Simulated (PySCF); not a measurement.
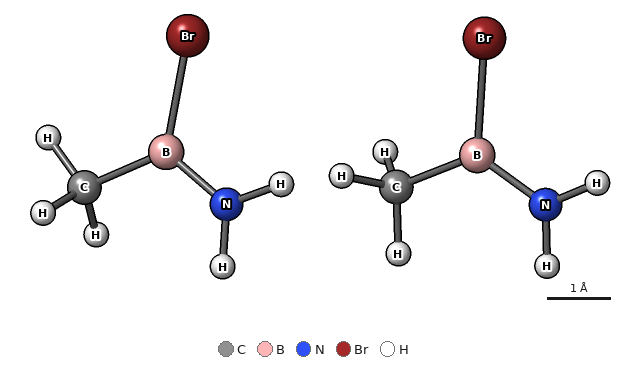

Two geometries of CH5BBrN, drawn at one scale. One is the start of a relaxation, the other its converged end. The picture is a ball-and-stick view, seen at a tilt.

All numbers below come from PBE0-D3(BJ)/def2-SVP geometry optimisation, gas phase (PySCF 2.14.0, density-fitted response routines). 

Q: Which of the two is the end point?

A: The right one is the relaxed one. The start comes from GFN2-xTB. Its atoms were then displaced at random by about 0.01 Å. The largest move after the best rigid fit is that of an H atom, 0.65 Å. By element the largest moves are H 0.65 Å, Br 0.48 Å, N 0.14 Å, B 0.10 Å, C 0.02 Å. Among the contacts that change: B–Br 1.912 → 1.952 Å, H–N 1.042 → 1.011 Å, B–N 1.369 → 1.390 Å, C–H 1.085 → 1.101 Å. Bond angles that change, for instance: C–B–Br 123.3° → 118.9°, C–B–N 120.6° → 124.4°, H–N–H 111.2° → 114.7°. Groups turn about B–C by about 50°. After 14 geometry steps the energy has fallen by 0.133 eV. The run took 59 s on 1 thread of Arm Neoverse V1 (shared host).
